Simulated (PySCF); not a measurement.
```xyz
17

C     3.1719   -0.7320    0.9401
C     2.4898    0.3241    0.5273
Si    0.6445    0.5437    0.8175
Si   -0.6678   -1.3508    0.4551
Si   -2.3321   -0.6375   -1.0195
Si   -1.9669    1.6480   -1.2557
S     0.0694    2.0556   -0.6506
H     4.2307   -0.8475    0.7652
H     2.6964   -1.5352    1.4815
H     3.0082    1.1019   -0.0201
H     0.4574    1.2162    2.1099
H    -1.1927   -1.8456    1.7348
H     0.1544   -2.4576   -0.0517
H    -3.6997   -0.8707   -0.5392
H    -2.2790   -1.3163   -2.3204
H    -1.9910    2.2297   -2.5915
H    -2.8004    2.4860   -0.3924
```

Geometry: GFN2-xTB.

Level of theory: PBE0/pcSseg-1, SCF density, gas phase, non-relativistic in PySCF 2.14.0.

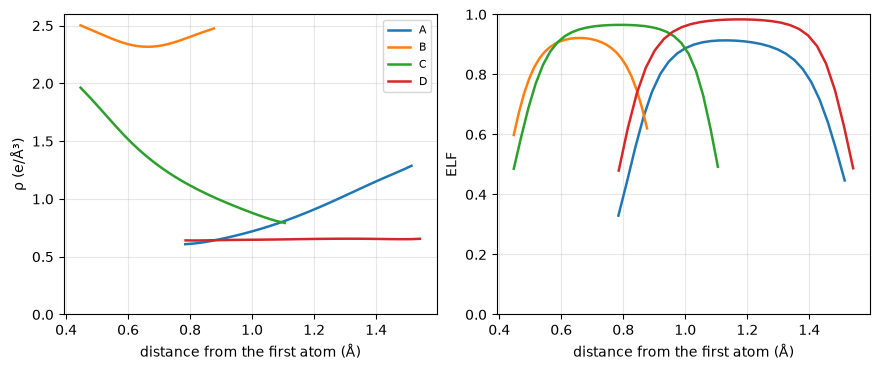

C$_{2}$H$_{10}$SSi$_{4}$. Electron density and electron localisation function along straight lines between neighbouring atoms. The curves leave out the atomic cores.

Which curve belongs to which contact (C–C, C–Si, Si–S and Si–Si)? The first atom named is at distance zero.

Curve A: Si–S (2.16 Å): ρ at the midpoint is about 0.79 e/Å³; the ELF peaks at about 0.90 between the atoms (a shared electron pair). Curve B: C–C (1.32 Å): ρ at the midpoint is about 2.3 e/Å³; the ELF peaks at about 0.90 between the atoms: a multiple bond. Curve C: C–Si (1.88 Å): the density is about 0.94 e/Å³ at the midpoint; the ELF peaks at about 0.95 between the atoms (a shared electron pair). Curve D: Si–Si (2.33 Å): ρ is about 0.65 e/Å³ halfway; the ELF peaks at about 1 between the atoms; a covalent bond.
